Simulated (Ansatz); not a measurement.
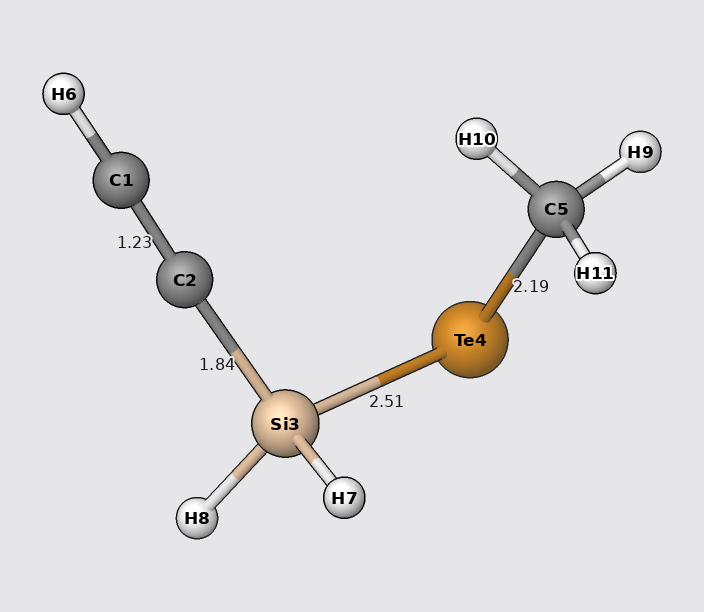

Bond lengths are marked in Å; every bond is drawn as one stick. The computed structure is the end point of a PBE-D4/def2-SVP optimisation. No frequency run is at hand to confirm it as a minimum.

### Which of the marked bonds are single, double, triple or aromatic?

C1–C2 triple; C2–Si3 single; Si3–Te4 single; Te4–C5 single.

### Write the SMILES.

C#C[SiH2][Te]C
